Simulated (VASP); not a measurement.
Band structure of NiN (relaxed from the zinc blende structure, space group F-43m). Level of theory: PBE GGA, VASP's PBE PAW potentials (set 64) (plane waves; VASP).

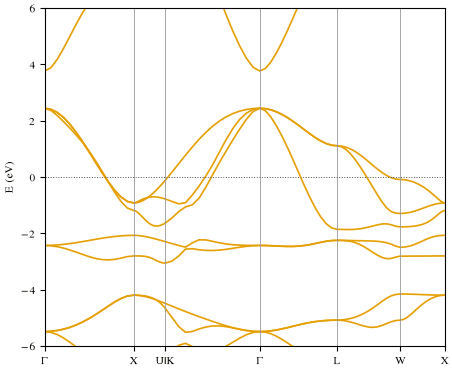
Figure: Bands along high-symmetry lines, zero at the valence-band maximum or, without a gap, the Fermi level

Read the plot: is there a gap, and where are the band edges?

It has no gap at this level: it comes out as a metal or semimetal. (Edges off the drawn lines would not show.)

The structure was generated: NiN was put into the zinc blende type (F-43m), which need not be its known phase. It was relaxed first, which changed the volume by -12 %. The run is not spin-polarised, so no magnetic state was tried. The electron count is odd and the run is not spin-polarised, which forces a metal.
